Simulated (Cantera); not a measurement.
Charge: 1 mol Fe(CO)₅, 0.035 mol CO, 0.46 mol N₂, held at 1323 K.

Equilibrium computed with Cantera from the NASA thermochemical tables; the gas is ideal and each condensed phase is pure. Candidate condensed phases: C, Fe, Fe(CO)₅, FeO, Fe₂O₃, Fe₃O₄; 27 gas species. Condensed phases not in the tables: cementite and carbon dissolved in iron. Rates play no part.

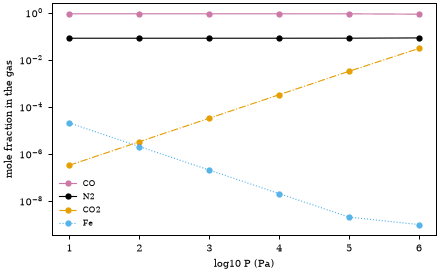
Figure. Equilibrium gas composition (values under 1e-9 drawn at 1e-9)

Question: Read off the mole fractions at 1.00 mbar.

Answer: CO about 0.92, N₂ about 0.084, CO₂ about 3.3e-6, Fe about 2.1e-6.
